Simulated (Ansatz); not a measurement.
The figure comes from a scan of NiSi (MnP type, space group Pnma): the cell is scaled evenly about its relaxed volume V₀. The numbers are results of PBE (plane waves to 420 eV, PAW, scalar-relativistic; Ansatz, a first-principles code), not measurements. k mesh 9×14×8 (Γ-centred), Fermi-Dirac smearing 0.05 eV. Compression counts positive. NiSi is run without spin polarisation. NiSi was relaxed with its symmetry unable to fall. The PAW data are Ansatz's earlier set. 

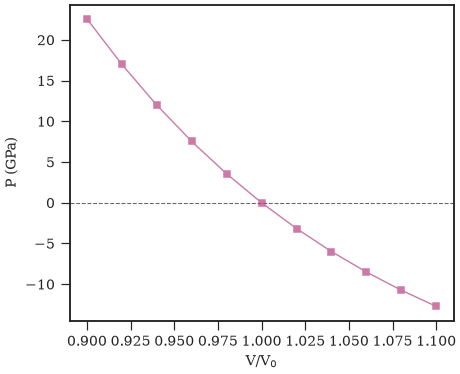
Fig. 1. P (GPa) against V/V₀; one marker a computed point.

Q: Turn the plot into a table (rounded to what can be read).

A: To the nearest 0.5:

```csv
V/V₀,P (GPa)
0.900,22.5
0.920,17.0
0.940,12.0
0.960,7.5
0.980,3.5
1.000,0.0
1.020,-3.0
1.040,-6.0
1.060,-8.5
1.080,-10.5
1.100,-12.5
```

(A scan under strain: stresses follow from slopes of the energy per volume, elastic moduli from its curvatures.)
